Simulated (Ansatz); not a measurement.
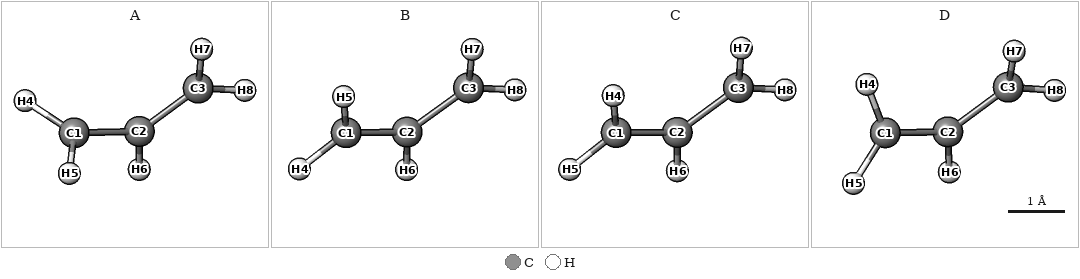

4 geometries from a converged minimum-energy path of C3H5 (multiplicity 2), shuffled. Style: ball-and-stick. Shown from a free direction.

Computed with UKS PBE0-D4/cc-pVDZ in Ansatz 0.2.0. Settings: 5 movable images; climbing image; force threshold 0.03 eV/Å; iteration limit 60; starting path through a guess of the saddle point.

Which of them lies highest in energy?

Answer. A. In order along the path, whose images run from 0 to 6: C (image 0, 0.0 kcal/mol), D (image 1, +5.0 kcal/mol), A (image 3, +16.9 kcal/mol), B (image 6, 0.0 kcal/mol). The motion is a rotation about the C1–C2 bond by about 180°. No bond forms or breaks between the ends.
